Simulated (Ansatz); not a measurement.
# What CoH3 (Pm-3m) distorts into

Which phase does CoH3 (Pm-3m) fall into along its unstable mode, and how much energy does it gain?

Program: Ansatz 0.2.0. Level of theory: DFT PBE, scalar-relativistic, plane waves, norm-conserving pseudopotentials. Results are calculated unless marked as measured.

### 1. Starting point

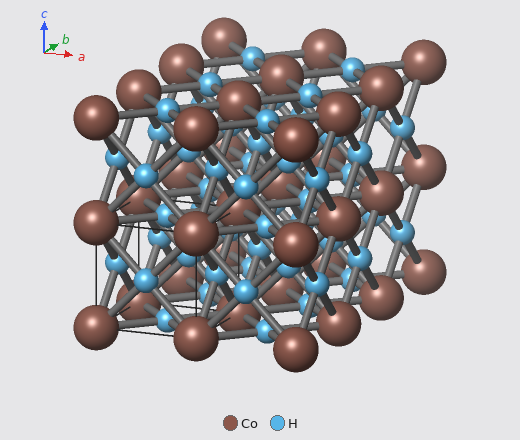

The cell as given, slightly off an axis (cobalt brown, hydrogen blue). 2×3×2 cells are drawn. Some periodic images of atoms are drawn too.

### 2. Modes at Γ

The cell comes from relaxations at this level that are not shown. The zone centre is the only wavevector solved here; it holds the modes that light can see, as far as symmetry allows. No field response is asked, since the mesh shows no gap.

File input.yaml:

```yaml
crystal:
  lattice:
    - [2.6121745813, 0.0, 0.0]
    - [0.0, 2.6121745813, 0.0]
    - [0.0, 0.0, 2.6121745813]
  atoms:
    - { symbol: Co, position: [0.0, 0.0, 0.0] }
    - { symbol: H, position: [0.0, 0.5, 0.5] }
    - { symbol: H, position: [0.5, 0.0, 0.5] }
    - { symbol: H, position: [0.5, 0.5, 0.0] }
kpoints:
  mp_grid: { grid: [16, 16, 16] }
hamiltonian:
  xc: pbe
  pseudopotentials: { kind: nc }
scf:
  occupations: { method: methfessel_paxton, width: 0.2 }
output:
  eigenvalues: true
phonons:
  method: dfpt
```

The run is started by

```console
$ ansatz run input.yaml --threads 4 --pin off --max-ram 7168MiB --backend cpu --events-out ev --progress --plain --runs-dir out
```

Numbers of over 12 decimals in the logs are rounded to 6 here.

Log:

```text
zone centre: on kpoints.mp_grid the ground state, and the responses unless they are solved on pairs of k-points, stand on 729 of the mesh's 4096 k-points, reduced under 8 symmetry operations, with k and −k counted as one. Each operation leaves every solved displacement unchanged or reverses it
Engine: ansatz 0.2.0, aarch64-unknown-linux-gnu
Pseudopotentials: kind: nc
Pseudopotential: Co, nc, valence charge 17, recommended cutoff 1306.14654 eV (normal), Co.nc.azcp (PseudoDojo's, or run here from an input of PseudoDojo's: the run reads no file of this project's for it)
Pseudopotential: H, nc, valence charge 1, recommended cutoff 979.609905 eV (normal), H.nc.azcp
Functional definition: PBE
  parameter kappa = 0.804
  parameter beta = 0.066725
  exchange = pbe_x(kappa = kappa, mu = beta*pi^2/3)
  correlation = pbe_c(beta = beta)
Crystal: 4 atoms, lattice volume = 17.824 Å³
Basis set: ecut = 1306.14654 eV, 1935 PW (Γ), exchange–correlation on 64×64×64 points (8 copies of the dense FFT grid, shifted against one another)
Bands: 14, of which v1, the nominal top of the filled ones, is band 10 counted from 1 (9 counted from 0)
Symmetry: 48 space group operations
k-points: 729 of 4096 (irreducible under 8 space group operations)
Non-local potential: Co, projectors of the file, l = 0: 2, l = 1: 2, l = 2: 2
Non-local potential: H, projectors of the file, l = 0: 2, l = 1: 1
Initial density: superposition of atomic densities (chi_scale 0.1, normalization cell, long waves kept (reshape's long-wave potential 0.00 eV rms))
Initial wavefunctions: pseudopotential atomic-orbital guess
Functional: x = pbe(κ = 0.804, μ = 0.219515), c = pbe(β = 0.066725)
SCF iter   1: F=—  HF=-4210.979932 eV  |F-HF|=—  |Δ(HF+E_count)|=         —  Δρ=8.76e-2  dr2=2.99e-1  ethr=3.10e-3  ⟨swp⟩=5.4  Hψ=48631  notcnv=0
preconditioner: auto → none  [metal: Δε(μ)=0.042 eV  Ē_g=10.473 eV  σ=0.200 eV  W_gap=0.18  n_scr=6 (ndim 8)  ℏωp=30.5 eV  f_vac=0.000  D(μ)=0.69/eV (n_scr^D=6)  sad-step TF]
SCF iter   2: F=—  HF=-4210.932120 eV  |F-HF|=—  |Δ(HF+E_count)|=   4.78e-2  S|Δr|=    0.00e0  Δρ=4.80e-2  dr2=9.92e-2  ethr=1.50e-3  ⟨swp⟩=1.0  Hψ=16038  notcnv=0
SCF iter   3: F=—  HF=-4210.971788 eV  |F-HF|=—  |Δ(HF+E_count)|=   3.97e-2  S|Δr|=    0.00e0  Δρ=4.80e-2  dr2=3.18e-1  ethr=4.96e-4  ⟨swp⟩=2.0  Hψ=19111  notcnv=0  defer=1  recentre
SCF iter   4: F=—  HF=-4210.915488 eV  |F-HF|=—  |Δ(HF+E_count)|=   5.63e-2  S|Δr|=    0.00e0  Δρ=7.98e-3  dr2=4.77e-3  ethr=4.96e-4  ⟨swp⟩=2.6  Hψ=22105  notcnv=0
SCF iter   5: F=—  HF=-4210.915369 eV  |F-HF|=—  |Δ(HF+E_count)|=   1.19e-4  S|Δr|=    0.00e0  Δρ=2.86e-4  dr2=7.36e-6  ethr=2.39e-5  ⟨swp⟩=2.1  Hψ=14600  notcnv=0
SCF iter   6: F=—  HF=-4210.915371 eV  |F-HF|=—  |Δ(HF+E_count)|=   2.37e-6  S|Δr|=    0.00e0  Δρ=6.18e-5  dr2=2.01e-7  ethr=3.68e-8  ⟨swp⟩=2.2  Hψ=16949  notcnv=0
SCF iter   7: F=—  HF=-4210.915366 eV  |F-HF|=—  |Δ(HF+E_count)|=   5.48e-6  S|Δr|=    0.00e0  Δρ=7.42e-6  dr2=3.30e-9  ethr=1.00e-9  ⟨swp⟩=2.2  Hψ=14860  notcnv=0
SCF iter   8: F=—  HF=-4210.915366 eV  |F-HF|=—  |Δ(HF+E_count)|=  6.90e-10  S|Δr|=    0.00e0  Δρ=6.41e-7  dr2=3.37e-11  ethr=1.65e-11  ⟨swp⟩=2.2  Hψ=16606  notcnv=0
SCF iter   9: F=-4210.915366 eV  HF=-4210.915366 eV  |F-HF|=1.82e-12  |Δ(HF+E_count)|=    0.00e0  S|Δr|=    0.00e0  Δρ=1.02e-7  dr2=3.23e-13  ethr=1.00e-12  ⟨swp⟩=7.4  Hψ=57301  notcnv=0
SCF 1 converged in 9 iterations: F = -4210.915366 eV  dr2 = 3.23e-13
DFPT response loops at Γ: preconditioner auto → Kerker (q_TF=auto, 2.781 Å⁻¹) (partly filled bands, converged f_vac=0.000); β = 1.00, the filter's whole step (`scf.mixing.beta` (0.50) is not read by the response loops under this deck's `scf.mixing.preconditioner`; to damp them name `kerker` or `kerker_dos`, under which they read `scf.mixing.beta`, and type it under 1.00, their step now; both keys bind the ground state too); Broyden in place of MSR1
SCF converged after 9 iterations
Stability not checked: this state was not tested for a lower state beside it, because cold or Methfessel-Paxton smearing, or corrected tetrahedra, fill the levels in a way that the test cannot read (fill_not_monotonic; see scf.lower_state_search)
Free energy (F): -4210.915366 eV
Harris-Foulkes:  -4210.915366 eV  (|F-HF|=1.82e-12)
Internal energy: -4210.916673 eV  (E = F + TS)
E sigma→0 (E₀):  -4210.915693 eV
Entropy (-TS):   0.001307 eV (0.327 meV/atom)
Fermi energy:    14.125339 eV
Step filling:    the computed levels leave a gap of 0.0365 eV = 0.2 smearing widths at the electron count; against every level under it full and every level over it empty, smearing changes F+E_penalty+E_count by +0.384 meV and its σ→0 estimate by +0.057 meV
--- Per-component energies (eV) ---
  E_band       = -309.446372
  E_kinetic    = 1893.223199
  E_local      = -3596.802477  (includes V_loc(G=0)·N_el)
  E_nonlocal   = -520.492405
  E_hartree    = 1262.683905
  E_xc         = -792.593206
  E_vxc        = -610.742522  (∫ρ·V_xc dr)
  E_ewald      = -2456.935688
  E_smearing   = 0.001307  (= −TS)
  E_closure    = 0.000000  (closes the sum)
  Σ components = -4210.915366   (vs F -4210.915366, Δ=0.00e0)
--- Band table (eV; the first three rows and the last of 729) ---
  k-point 0: bands = [... 6 lower, 9.4134, 13.2515, 13.2515, 13.2515, 19.9587, 19.9587, 24.4664, 24.4664]
  k-point 1: bands = [... 6 lower, 9.4574, 13.2061, 13.2061, 13.2547, 19.4038, 19.8850, 24.5995, 24.5995]
  k-point 2: bands = [... 6 lower, 9.5860, 13.0801, 13.0801, 13.2636, 18.1975, 19.6706, 24.9888, 24.9888]
  k-point 728: bands = [... 6 lower, 7.7665, 13.8564, 13.8564, 18.3204, 18.3204, 18.3204, 19.1189, 19.1189]
--- Phonons (Γ-DFPT): 3 representative perturbations + reference, on 729 of 4096 k-points (Σ response iterations 10) ---
  k mesh reduced under 8 symmetry operations, with k and −k counted as one. Each operation leaves every solved displacement unchanged or reverses it
  ASR residual: 2.008e-4 → 0.000e0 eV/Å²; symmetrization residual: 9.097e-6 eV/Å²
  ASR residual per site (eV/Å²): 2.01e-4 6.68e-6 6.68e-6 6.68e-6
  Γ frequencies (cm⁻¹): -352.32 -352.32 -352.32 0.00 0.00 0.00 198.14 198.14 198.14 1049.35 1049.35 1049.35
  non-analytic LO–TO correction: not included (Born effective charges unavailable; polar crystals: no LO–TO splitting at Γ)
```

The job ended after 59 s (4 threads of Arm Neoverse V1, shared host; peak memory 2.1 GiB).

In the SCF lines HF is the Harris–Foulkes energy and dr2 the Hartree energy of the density residual, in eV; the loop may stop once dr2 is under the threshold and the program's other checks hold. Hψ counts applications of the Hamiltonian.

This run has no spin polarisation, although Co can carry a moment.

Numbers from this step:

```
volume per atom                                         : 4.456 Å³
gap on the k-mesh                                       : 0 eV
sum-rule residual before enforcement                    : 2.01e-4 eV/Å²
point group                                             : m-3m
highest optical mode at the zone centre (no LO-TO term) : 1049 cm⁻¹
lowest optical zone-centre mode                         : -352.3 cm⁻¹
```

Patterns of degenerate modes are one choice out of their space. The modes at Γ (shares of kinetic energy by element, %) (negative means imaginary):

```
mode  frequency (cm⁻¹)  symmetry  Co %  H %
   1            -352.3       T1u     5   95
   2            -352.3       T1u     5   95
   3            -352.3       T1u     5   95
   4               0.0  acoustic    95    5
   5               0.0  acoustic    95    5
   6               0.0  acoustic    95    5
   7             198.1       T2u     0  100
   8             198.1       T2u     0  100
   9             198.1       T2u     0  100
  10            1049.3       T1u     0  100
  11            1049.3       T1u     0  100
  12            1049.3       T1u     0  100
```

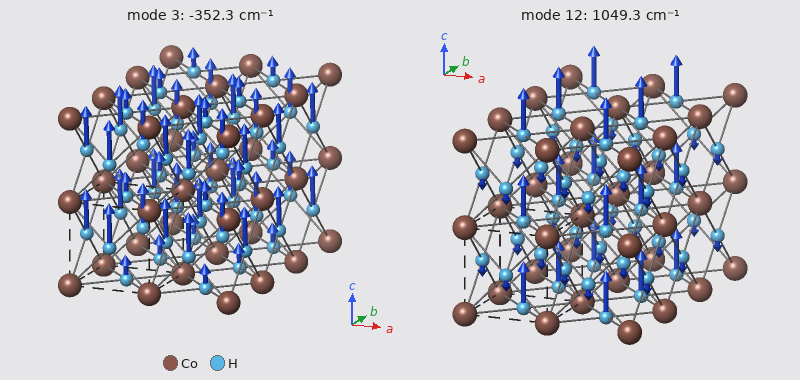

Displacement patterns of modes 3 and 12 at Γ; arrows are exaggerated. 2×3×2 cells are drawn. Some periodic images of atoms are drawn too.

Before it was imposed, the acoustic sum rule was missed by 2.0e-4 eV/Å². Small misses are needed for a sound result but don't prove that mesh and cutoff are converged. The lowest optical mode is imaginary, 352.3i cm⁻¹, so the energy falls along it.

### 3. The mode frozen in, largest atomic shift 0 Å

The mode followed lies at Γ with frequency 352.3i cm⁻¹ and is 3-fold degenerate, the softest among the wavevectors solved. At small amplitude the distorted cell has space group no. 160 by a symmetry search on the positions. The undistorted cell that holds it gives the zero of energy on the same k mesh.

input.yaml, as its differences from that of step 2:

```diff
@@ -18,4 +18,4 @@
 output:
+  forces: true
+  stress: true
   eigenvalues: true
-phonons:
-  method: dfpt
```

Log:

```text
[...]
Crystal: 4 atoms, lattice volume = 17.824 Å³
Basis set: ecut = 1306.14654 eV, 1935 PW (Γ), exchange–correlation on 64×64×64 points (8 copies of the dense FFT grid, shifted against one another)
Bands: 14, of which v1, the nominal top of the filled ones, is band 10 counted from 1 (9 counted from 0)
Symmetry: 48 space group operations
[...]
k-points: 165 of 4096
[...]
--- Band table (eV; the first three rows and the last of 165) ---
  k-point 0: bands = [... 6 lower, 9.4134, 13.2516, 13.2516, 13.2516, 19.9587, 19.9587, 24.4664, 24.4664]
  k-point 1: bands = [... 6 lower, 9.4574, 13.2062, 13.2062, 13.2547, 19.4038, 19.8850, 24.5995, 24.5995]
  k-point 2: bands = [... 6 lower, 9.5860, 13.0802, 13.0802, 13.2636, 18.1975, 19.6706, 24.9889, 24.9889]
  k-point 164: bands = [... 6 lower, 7.7665, 13.8564, 13.8564, 18.3204, 18.3204, 18.3204, 19.1189, 19.1189]
[key lines of the parts left out:]
SCF converged after 7 iterations
Free energy (F): -4210.915366 eV
Fermi energy:    14.125374 eV
P = ⅓ Tr σ = -0.0095 GPa (-0.095 kbar)
```

Elapsed: 2.5 s, on 4 threads; peak memory 0.4 GiB.

This step gave:

* pressure: -0.009524 GPa
* energy from the undistorted cell: 0 meV/atom

The run ends at a pressure of -0.01 GPa.

### 4. The mode frozen in, largest atomic shift 0.14 Å

The atoms are moved along the unstable eigenvector, the largest shift by 0.14 Å, with the cell fixed.

input.yaml, the sections that differ from step 3:

```yaml
crystal:
  lattice:
    - [2.6121745813, 0.0, 0.0]
    - [0.0, 2.6121745813, 0.0]
    - [0.0, 0.0, 2.6121745813]
  atoms:
    - { symbol: Co, position: [-0.0015299959, 0.0015299959, 0.0015299959] }
    - { symbol: H, position: [0.0181203348, 0.464334203, 0.464334203] }
    - { symbol: H, position: [0.535665797, -0.0181203348, 0.464334203] }
    - { symbol: H, position: [0.535665797, 0.464334203, -0.0181203348] }
# kpoints, hamiltonian, scf, output: as in step 3
```

Log:

```text
[...]
Crystal: 4 atoms, lattice volume = 17.824 Å³
Basis set: ecut = 1306.14654 eV, 1935 PW (Γ), exchange–correlation on 64×64×64 points (8 copies of the dense FFT grid, shifted against one another)
Bands: 14, of which v1, the nominal top of the filled ones, is band 10 counted from 1 (9 counted from 0)
Symmetry: 6 space group operations
[...]
--- Band table (eV; the first three rows and the last of 417) ---
  k-point 0: bands = [... 6 lower, 9.3594, 13.1893, 13.1933, 13.1933, 19.8300, 19.8300, 24.3494, 24.6679]
  k-point 1: bands = [... 6 lower, 9.4016, 13.1451, 13.1453, 13.1954, 19.3091, 19.7776, 24.3339, 24.7861]
  k-point 2: bands = [... 6 lower, 9.5249, 13.0114, 13.0205, 13.2044, 18.1450, 19.6178, 24.5815, 25.1385]
  k-point 416: bands = [... 6 lower, 7.7585, 13.8029, 13.8029, 17.3629, 18.0258, 18.0258, 19.4729, 19.4729]
[key lines of the parts left out:]
SCF converged after 7 iterations
Free energy (F): -4210.923437 eV
Fermi energy:    14.088969 eV
P = ⅓ Tr σ = 2.4074 GPa (24.074 kbar)
```

Run time: 11 s. Hardware: 4 threads; peak memory 0.67 GiB; 45 s of CPU time.

This step gave:

```
pressure                         : 2.407 GPa
energy from the undistorted cell : -2.014 meV/atom
```

The energy, extrapolated to zero smearing, is -2.01 meV/atom against the undistorted cell.

The run ends at a pressure of 2.41 GPa, with forces up to 0.039 eV/Å.

### 5. Energy along the mode, all amplitudes (two of the runs are shown above)

An imaginary frequency means negative curvature, so the energy should fall and then rise again as anharmonic terms take over.

Numbers from this step:

```yaml
depth_at_the_lowest_point_sampled: 2.014 meV/atom
largest_atomic_shift_at_that_point: 0.14 Å
```

Energy from the parent against largest atomic shift:

```
largest atomic shift (Å)  energy from the parent (meV/atom)
                   0.000                                  0
                   0.040                             -0.278
                   0.080                             -0.991
                   0.140                              -2.01
                   0.220                              0.473
                   0.320                               22.4
```

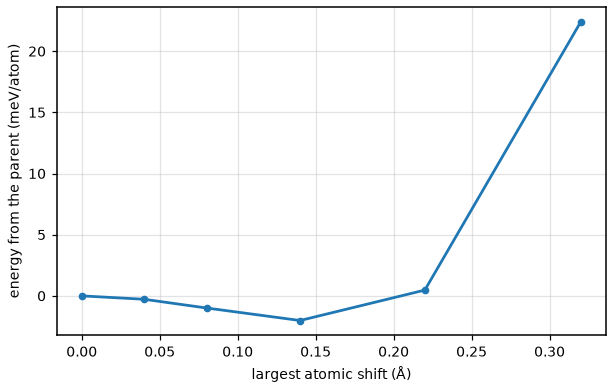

Energy from the parent against largest atomic shift.

Displacement at unit largest shift by atom:

| atom | x (Å) | y (Å) | z (Å) | size |
| --- | --- | --- | --- | --- |
| Co1 | -0.029 | 0.029 | 0.029 | 0.050 |
| H2 | 0.338 | -0.665 | -0.665 | 0.999 |
| H3 | 0.665 | -0.338 | -0.665 | 0.999 |
| H4 | 0.665 | -0.665 | -0.338 | 0.999 |

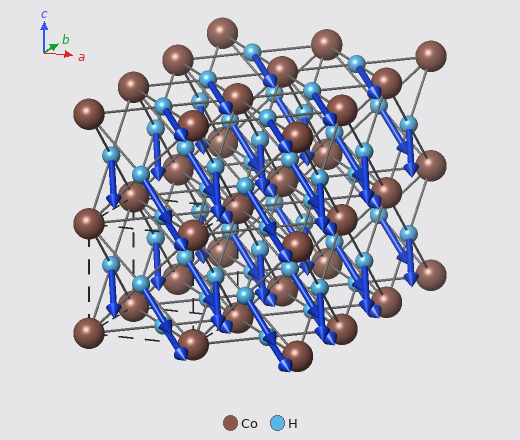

Displacement at unit largest shift as arrows, the longest 0.999 Å. 2×3×2 cells are drawn. Some periodic images of atoms are drawn too.

The lowest of the steps tried is at 0.14 Å, 2.01 meV/atom below the parent; the bottom of the well need not coincide with a step.

(Continued in part 2 of 2.)

[Logs are printed without paths, hosts, clocks, repeated set-up lines and the standing remarks that a program may print on its own settings, such as how far it seeks lower states.]

[Hosts, paths, dates, database ids (printed as entryN), source tags and the programs' standing remarks are cut or masked in the printed files.]
